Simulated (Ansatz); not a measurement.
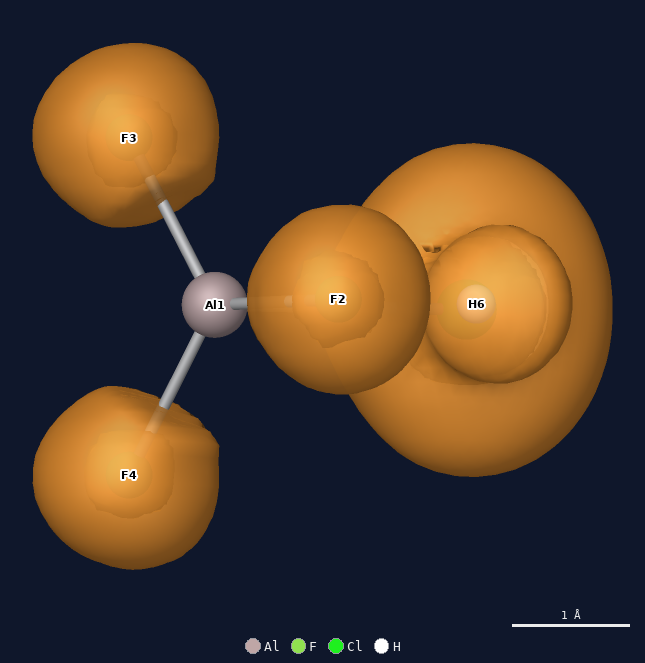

AlClF3H. Isosurface of the electron localisation function at 0.75 (orange), seen across its widest extent. Core shells and regions of very low density are left out.

Computed with Ansatz 0.2.0, RKS PBE/def2-SVP.

```yaml
atoms:
  - { symbol: Al, position_ang: [0.0102, -0.1082, 0.0586] }
  - { symbol: F, position_ang: [0.0143, 0.1949, 1.7499] }
  - { symbol: F, position_ang: [1.4456, 0.1440, -0.7451] }
  - { symbol: F, position_ang: [-1.4485, 0.0665, -0.7237] }
  - { symbol: Cl, position_ang: [0.0781, -2.4257, 0.8849] }
  - { symbol: H, position_ang: [0.0592, -1.4723, 1.8456] }
```

Question: Where are the electrons localised?

Answer: The surface consists of three regions wrapped around F (the valence shell of each) and one joined region spread over several atoms (Cl, H), in which their bonds and any lone pairs are merged.

Values along the shortest contacts:
Al–F (1.66 Å): the ELF peaks at about 0.85 in the valence shell of F, 0.5 Å from its nucleus, and is about 0.25 at the midpoint. Al–Cl (2.46 Å): the ELF peaks at about 0.85 in the valence shell of Cl, 0.8 Å from its nucleus, and is about 0.70 at the midpoint.
